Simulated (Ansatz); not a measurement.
```yaml
atoms:
  - { symbol: N, position_ang: [-0.5019, 1.3029, -0.3963] }
  - { symbol: Si, position_ang: [0.3613, -0.1599, -0.3430] }
  - { symbol: N, position_ang: [0.0603, -0.8915, 1.1591] }
  - { symbol: Cl, position_ang: [-0.3073, -1.1938, -2.0223] }
  - { symbol: H, position_ang: [-0.8029, 1.7122, -1.2595] }
  - { symbol: H, position_ang: [-0.4278, 1.9706, 0.3481] }
  - { symbol: H, position_ang: [1.8233, -0.1367, -0.4959] }
  - { symbol: H, position_ang: [0.6737, -1.6016, 1.5138] }
  - { symbol: H, position_ang: [-0.8787, -1.0022, 1.4961] }
```

These are results of RKS BHLYP-D4/6-31G* (Ansatz), not measurements.

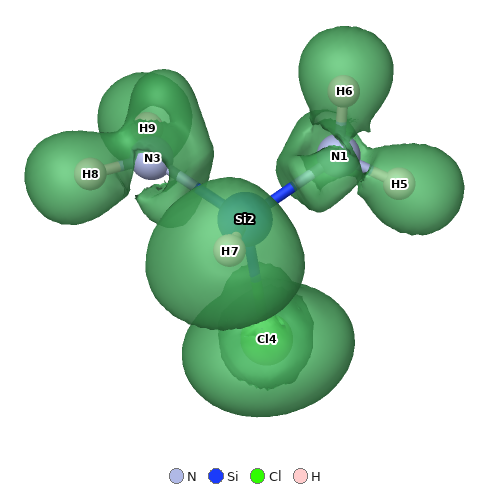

ClH5N2Si (SMILES N[SiH](N)Cl). Isosurface of the electron localisation function at 0.8 (green), seen across its widest extent. Only the valence region is drawn (cores and ρ < 0.01 e/Å³ removed).

### Where are the electrons localised?

At this value the surface marks out one region around a hydrogen nucleus, one region on Cl in which the atom's valence shell and bonds are merged and two joined regions spread over several atoms (H, N), in which their bonds and any lone pairs are merged. Profiles from the grid: Si–N (1.70 Å): the ELF peaks at about 0.90 between the atoms (a shared but strongly polarised pair). Si–Cl (2.08 Å): the ELF peaks at about 0.90 between the atoms, as expected for a shared but strongly polarised pair.
